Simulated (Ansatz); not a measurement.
**A computed series for BaTiO3: response to strain**

Start from BaTiO$_{3}$ in the cubic perovskite structure (space group Pm-3m, No. 221; a = 4.019 Å).

Strains are applied to the cell and any free atomic positions relax.

The values are results of PBE/PAW in Ansatz (a program for electronic structure), without spin-orbit coupling, earlier PAW set, not measurements.

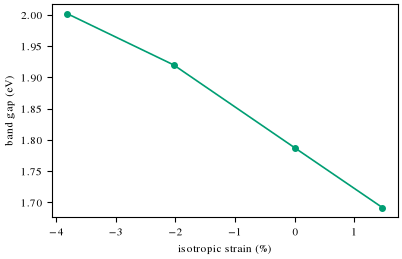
*Band gap against isotropic strain*

```json
[
 {"isotropic strain (%)": "-3.81", "band gap": "2.00 eV"},
 {"isotropic strain (%)": "-2.03", "band gap": "1.92 eV"},
 {"isotropic strain (%)": "1.47", "band gap": "1.69 eV"}
]
```

No phonon test of stability was made. The final runs are not spin-polarised. Many cubic perovskites are stable only at high temperature; tilts and polar distortions were not tested. This is not the structure that BaTiO3 has at room temperature and ambient pressure.
